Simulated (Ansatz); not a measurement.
# BaTiO3 (P4mm): a soft mode frozen in, part 3 of 3

Which phase does BaTiO3 (P4mm) fall into along its unstable mode, and how much energy does it gain?

Ansatz 0.2.0; DFT LDA, scalar-relativistic, plane waves, PAW; PAW set soft_1.

So far. Step 5 (Energy along the mode, all amplitudes (two of the runs …): The lowest of the steps tried is at 0.04 Å, 0.098 meV/atom below the parent; the bottom of the well need not coincide with a step. Step 7 (The new phase in its own primitive cell): The largest force component left is 0.060 meV/Å and the pressure is 0.003 GPa, within the tolerances set. The cell now holds 12.28 Å³/atom. The relaxed cell has a, b, c = 3.924, 5.588, 5.598 Å (conventional setting).

The database entry behind the starting cell differs from later determinations by our own check (c/a about 0.6 % short), so it need not match the best structure at ambient conditions.

### Step 8. Modes of the new phase

A relaxed structure may still be a saddle point, so its zone-centre modes are computed. The response to a homogeneous field gives the Born charges and the dielectric tensor, and its change with displacement the Raman tensors.

The input, input.yaml:

```yaml
crystal:
  lattice:
    - [3.9241509203, 0.0, 0.0]
    - [0.0, 2.794035898, 2.7989924831]
    - [0.0, -2.794035898, 2.7989924831]
  atoms:
    - { symbol: Ba, position: [0.0, 0.9971361214, 0.9971361214] }
    - { symbol: Ti, position: [0.5, 0.5071293933, 0.5071293933] }
    - { symbol: O, position: [0.5, 0.4865303344, 0.980974173] }
    - { symbol: O, position: [0.5, 0.980974173, 0.4865303344] }
    - { symbol: O, position: [0.0, 0.4854086846, 0.4854086846] }
kpoints:
  mp_grid: { grid: [8, 8, 8] }
hamiltonian:
  xc: lda
  pseudopotentials: { kind: paw, azcp: { folder: soft_1 }, xc_functional: pbe }
scf:
  occupations: { method: fixed }
output:
  eigenvalues: true
phonons:
  method: dfpt
  dielectric: true
  rigid_motions: translations
  raman: true
```

The run is started by

```
$ ansatz run input.yaml --threads 4 --pin off --max-ram 10240MiB --backend cpu --events-out ev --progress --plain --runs-dir out
```

Numbers of over 12 decimals in the logs are rounded to 6 here.

Output:

```text
[...]
Crystal: 5 atoms, lattice volume = 61.378 Å³
Basis set: ecut = 420 eV, 1213 PW (Γ), exchange–correlation on 54×54×54 points (8 copies of the dense FFT grid, shifted against one another)
Bands: 25, of which v1, the nominal top of the filled ones, is band 20 counted from 1 (19 counted from 0)
Symmetry: 4 space group operations
k-points: 260 of 512 (irreducible under 1 space group operation, time reversal used)
[...]
SCF iter   1: F=—  HF=-9905.107254 eV  |F-HF|=—  |Δ(HF+E_count)|=         —  Δρ=5.42e-2  dr2=1.87e0  ethr=3.10e-3  ⟨swp⟩=4.8  Hψ=25291  notcnv=0  defer=548
[...]
SCF iter  11: F=-9904.640024 eV  HF=-9904.640024 eV  |F-HF|=0.00e0  |Δ(HF+E_count)|=  6.91e-11  Δρ=1.17e-7  dr2=1.02e-11  ethr=1.00e-12  ⟨swp⟩=11.8  Hψ=41266  notcnv=0
SCF 1 converged in 11 iterations: F = -9904.640024 eV  dr2 = 1.02e-11
[...]
NSCF: frozen V_eff on 2 k-points
[...]
Bands: 21, of which v1, the nominal top of the filled ones, is band 20 counted from 1 (19 counted from 0)
k-points: 80 of 512 (time reversal used)
[...]
Eigensolver: Dense (80 Hₖ)
SCF iter   1: F=—  HF=-9904.636586 eV  |F-HF|=—  |Δ(HF+E_count)|=         —  Δρ=4.73e-4  dr2=2.52e-5  ethr=1.00e-1
[...]
SCF iter   8: F=-9904.636578 eV  HF=-9904.636578 eV  |F-HF|=0.00e0  |Δ(HF+E_count)|=  1.82e-11  Δρ=7.33e-8  dr2=3.39e-12  ethr=1.00e-12
SCF 1 converged in 8 iterations: F = -9904.636578 eV  dr2 = 3.39e-12
[...]
SCF converged after 11 iterations
Free energy (F): -9904.640024 eV
[...]
Internal energy: -9904.640024 eV  (E = F + TS)
E sigma→0 (E₀):  -9904.640024 eV
Fermi energy:    10.516615 eV
[...]
--- Band table (eV; the first three rows and the last of 260) ---
  k-point 0: bands = [... 16 lower, 9.2974, 10.2566, 10.2646, 10.3379, 12.5486, 12.6794, 12.7383, 15.0675, ... 1 higher]
  k-point 1: bands = [... 16 lower, 9.1787, 9.9360, 10.1663, 10.2530, 12.6197, 12.9278, 12.9713, 15.0761, ... 1 higher]
  k-point 2: bands = [... 16 lower, 8.8958, 9.3100, 9.9654, 10.0543, 12.6730, 13.5593, 13.5614, 15.0769, ... 1 higher]
  k-point 259: bands = [... 16 lower, 8.2203, 10.4324, 10.5066, 10.5166, 15.0478, 15.0689, 15.1219, 17.3963, ... 1 higher]
[...]
ASR residual: 8.370e-5 → 0.000e0 eV/Å²; symmetrization residual: 2.043e-5 eV/Å²
  ASR residual per site (eV/Å²): 5.12e-5 4.63e-5 2.35e-5 2.35e-5 8.37e-5
[...]
ε∞ (high-frequency dielectric tensor):
        6.510254     0.000000     0.000000
        0.000000     6.314354     0.000000
        0.000000     0.000000     6.046712
[...]
Born effective charges Z* (e; rows j = field, columns β = displacement):
    site 0:
         2.77098    0.00000    0.00000
         0.00000    2.81795   -0.00000
         0.00000    0.00000    2.79505
    site 1:
         7.09196    0.00000    0.00000
         0.00000    6.78206   -0.00000
         0.00000    0.00000    6.25541
    site 2:
        -2.11764    0.00000    0.00000
         0.00000   -3.76693    1.64163
        -0.00000    1.52539   -3.48646
    site 3:
        -2.11764    0.00000    0.00000
         0.00000   -3.76693   -1.64163
        -0.00000   -1.52539   -3.48646
    site 4:
        -5.62766    0.00000    0.00000
         0.00000   -2.06616   -0.00000
         0.00000    0.00000   -2.07755
  Z* charge neutrality: 1.214e-3 e pre-enforcement
[...]
optical modes at Γ without the LO–TO term, one row a degenerate level:
      ω (cm⁻¹)  modes    IR ((D/Å)²/amu)  static Raman (Å⁴/amu)  depolarisation
        -68.41      1            77.5981               117.2454           0.750
        168.85      1            32.7775                66.5551           0.750
        175.96      1             8.7521                22.2035           0.035
        178.85      1             1.5894                 0.2073           0.750
        196.94      1            37.7848               250.4005           0.750
        234.76      1            50.4049              1189.4121           0.031
        283.31      1             0.1025                 0.0799           0.750
        289.26      1             0.0000                15.5483           0.750
        295.64      1             0.0547                17.9873           0.750
        481.44      1             4.9464                12.4324           0.750
        484.95      1             7.6903                86.9450           0.750
        510.40      1             8.9518               727.1743           0.018
  optical modes at Γ + LO–TO along q̂ = [1.0000, 0.0000, 0.0000]:
      ω (cm⁻¹)  modes    IR ((D/Å)²/amu)  static Raman (Å⁴/amu)  depolarisation
        168.85      1            32.7775                66.5551           0.750
        175.96      1             8.7521                22.2035           0.035
        176.56      1             0.0143                 4.1353           0.750
        196.94      1            37.7848               250.4005           0.750
        234.76      1            50.4049              1189.4121           0.031
        283.31      1             0.1025                 0.0799           0.750
        289.26      1             0.0000                15.5483           0.750
        295.64      1             0.0547                17.9873           0.750
        453.66      1             3.8414                 0.0111           0.750
        484.95      1             7.6903                86.9450           0.750
        510.40      1             8.9518               727.1743           0.018
        686.43      1            80.2782                20.2327           0.750
  optical modes at Γ + LO–TO along q̂ = [0.0000, 1.0000, 0.0000]:
      ω (cm⁻¹)  modes    IR ((D/Å)²/amu)  static Raman (Å⁴/amu)  depolarisation
        -68.41      1            77.5981               117.2454           0.750
        175.96      1             8.7521                22.2035           0.035
        178.85      1             1.5894                 0.2073           0.750
        182.21      1             0.0122                22.1948           0.750
        234.76      1            50.4049              1189.4121           0.031
        283.17      1             0.0020                 0.9888           0.750
        289.26      1             0.0000                15.5483           0.750
        295.64      1             0.0547                17.9873           0.750
        450.33      1             3.3593                 0.9316           0.750
        481.44      1             4.9464                12.4324           0.750
        510.40      1             8.9518               727.1743           0.018
        705.52      1            74.9816               144.8092           0.750
  optical modes at Γ + LO–TO along q̂ = [0.0000, 0.0000, 1.0000]:
      ω (cm⁻¹)  modes    IR ((D/Å)²/amu)  static Raman (Å⁴/amu)  depolarisation
        -68.41      1            77.5981               117.2454           0.750
        168.85      1            32.7775                66.5551           0.750
        178.85      1             1.5894                 0.2073           0.750
        185.16      1             0.0333                75.9157           0.035
        196.94      1            37.7848               250.4005           0.750
        283.31      1             0.1025                 0.0799           0.750
        289.26      1             0.0000                15.5483           0.750
        295.58      1             0.0007                16.6096           0.676
        462.43      1             4.7485                30.8538           0.007
        481.44      1             4.9464                12.4324           0.750
        484.95      1             7.6903                86.9450           0.750
        700.15      1            63.3809               806.9658           0.017
```

The job ended after 8.3 min (4 threads of Arm Neoverse V1, shared host; peak memory 2 GiB).

Numbers from this step:

- sum-rule residual before enforcement: 8.37e-5 eV/Å²
- miss of the charge sum rule: 0.001214 e
- estimated error of the dielectric tensor: 0.02664
- estimated error of the Born charges: 0.03371 e
- point group: mm2
- highest optical mode at the zone centre (no LO-TO term): 510.4 cm⁻¹
- lowest optical zone-centre mode: -68.41 cm⁻¹
- mean high-frequency dielectric constant: 6.290
- largest Born charge (third of the trace): 6.710 e
- top of the zone-centre spectrum with the field: 705.5 cm⁻¹

Without the LO-TO term. Patterns of degenerate modes are one choice out of their space. Modes at Γ, with each element's share of the kinetic energy (negative means imaginary):

```csv
mode,frequency (cm⁻¹),symmetry,Ba %,Ti %,O %
1,-68.4,B1,0,45,55
2,0.0,acoustic,59,21,21
3,0.0,acoustic,59,21,21
4,0.0,acoustic,59,21,21
5,168.8,B2,30,1,69
6,176.0,A1,40,17,43
7,178.8,B1,41,33,26
8,196.9,B2,11,78,11
9,234.8,A1,1,62,37
10,283.3,B2,0,0,100
11,289.3,A2,0,0,100
12,295.6,A1,0,0,100
13,481.4,B1,0,1,99
14,484.9,B2,0,0,100
15,510.4,A1,0,0,100
```

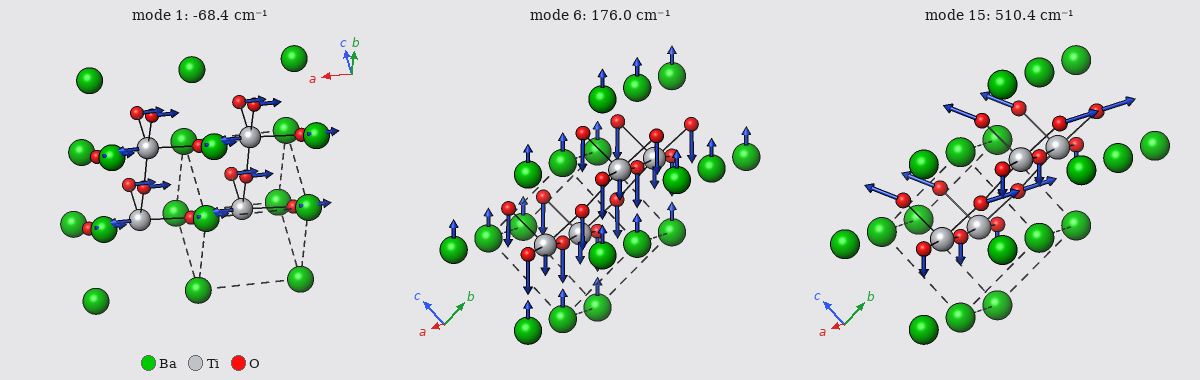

Displacement patterns of modes 1, 6 and 15 at Γ; arrows are exaggerated. 2×2×1 cells are drawn. Some periodic images of atoms are drawn too.

Optical modes at the zone centre, without and with the macroscopic field of the longitudinal modes; each column is sorted by frequency, so a row need not hold one and the same mode. Modes with and without the field, by row:

```csv
rank among optical modes,no field (cm⁻¹),"q along (1, 0, 0) (cm⁻¹)","q along (0, 1, 0) (cm⁻¹)","q along (0, 0, 1) (cm⁻¹)"
1,-68.4,168.8,-68.4,-68.4
2,168.8,176,176,168.8
3,176,176.6,178.8,178.8
4,178.8,196.9,182.2,185.2
5,196.9,234.8,234.8,196.9
6,234.8,283.3,283.2,283.3
7,283.3,289.3,289.3,289.3
8,289.3,295.6,295.6,295.6
9,295.6,453.7,450.3,462.4
10,481.4,484.9,481.4,481.4
11,484.9,510.4,510.4,484.9
12,510.4,686.4,705.5,700.1
```

Born charge (rows field, columns displacement) (e), principal values of the symmetric part by kind of site:

```csv
atom,atoms with these values,low,middle,high,mean
Ba1,1,2.77,2.80,2.82,2.79
Ti2,1,6.26,6.78,7.09,6.71
O3,2,-5.22,-2.12,-2.04,-3.12
O5,1,-5.63,-2.08,-2.07,-3.26
```

In full for O3:

```
-2.12  0.00  0.00
 0.00 -3.77  1.64
 0.00  1.53 -3.49
```

High-frequency dielectric tensor:

```
6.51 0.00 0.00
0.00 6.31 0.00
0.00 0.00 6.05
```

Transverse modes; imaginary modes are left out. Lines of the infrared spectrum (strongest = 100):

```csv
position (cm⁻¹),label,relative intensity
169,B2,65
176,A1,17
179,B1,3.2
197,B2,75
235,A1,100
283,B2,0.2
289,A2,0.0
296,A1,0.1
481,B1,10
485,B2,15
510,A1,18
```

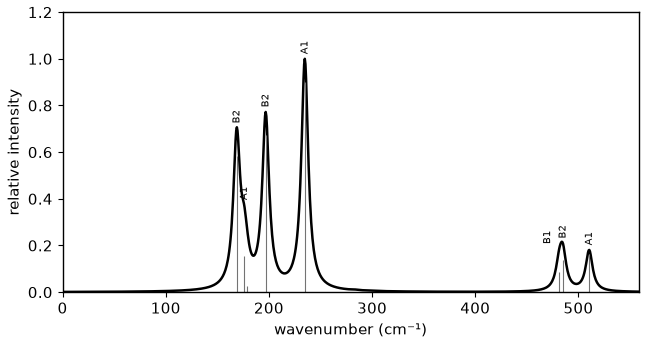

The infrared spectrum, broadened with Lorentzians of width 8 cm⁻¹; bars mark the lines.

Activity x (w_L - w)^4 (n + 1)/w, 532 nm, 300 K; imaginary modes are left out; the tensors are static ones, while 532 nm light lies above the computed direct gap, where resonance would change the heights; modes without the macroscopic field alone. Lines of the Raman spectrum (strongest = 100):

```csv
position (cm⁻¹),label,relative intensity
169,B2,10
176,A1,3.0
179,B1,0.0
197,B2,28
235,A1,100
283,B2,0.0
289,A2,0.9
296,A1,1.1
481,B1,0.4
485,B2,2.5
510,A1,20
```

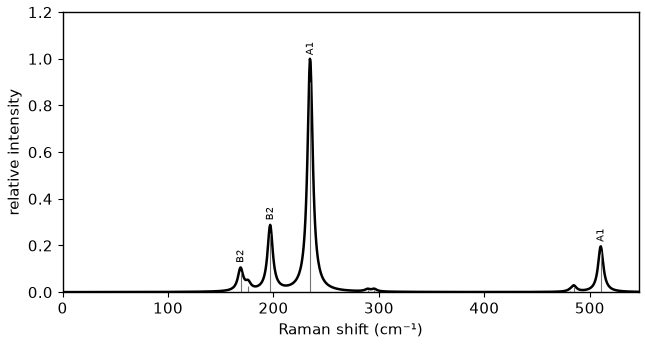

The Raman spectrum, broadened with Lorentzians of width 6 cm⁻¹; bars mark the lines.

Before it was imposed, the acoustic sum rule was missed by 8.4e-5 eV/Å² and the charge sum rule by 0.0012 e. Small misses are needed for a sound result but don't prove that mesh and cutoff are converged. The lowest optical mode is imaginary, 68.4i cm⁻¹, so the energy falls along it.

### Step 9. What came out

- unstable mode of the parent: q = (0, 0, 0), 95i cm⁻¹
- depth at the lowest point sampled: 0.098 meV/atom
- largest atomic shift at that point: 0.04 Å
- space group reached (within 0.01 Å): Amm2
- energy gained over the parent (first relaxation, on the mesh of the frozen mode): 0.316 meV/atom
- volume per atom, phase reached: 12.3 Å³
- gap on the k-mesh, phase reached: 2.03 eV
- lowest optical zone-centre mode, phase reached: -68.4 cm⁻¹
- highest optical mode at the zone centre (no LO-TO term), phase reached: 510 cm⁻¹

**Reading.** Along this mode the structure falls into Amm2, 0.316 meV/atom below the parent. At the parent's cell the well is 0.098 meV/atom deep on the steps tried, with its lowest point at a shift of 0.04 Å. Relaxing atoms and cell changes the gain by +0.22 meV/atom against the lowest step (energies at zero smearing). Most of the total comes from this relaxation. The new phase still has an imaginary mode at the zone centre of its cell, so it is a saddle point on the way to a lower structure. How so shallow a well moves with the k mesh was not tested. Of the 3 patterns followed to their end from this parent, this one ends 0.123 meV/atom above the lowest, R3m. Another end point lies within 1 meV/atom; how such a difference moves with mesh and cutoff was not tested. Each path keeps the symmetry of its pattern, so a lower phase may lie along a pattern not tried. Spin-orbit coupling is left out, which can matter for the heavy elements here. The PAW files were made for PBE and serve the other functionals too.

[Logs are printed without paths, hosts, clocks, repeated set-up lines and the standing remarks that a program may print on its own settings, such as how far it seeks lower states.]

[Hosts, paths, dates, database ids (printed as entryN), source tags and the programs' standing remarks are cut or masked in the printed files.]
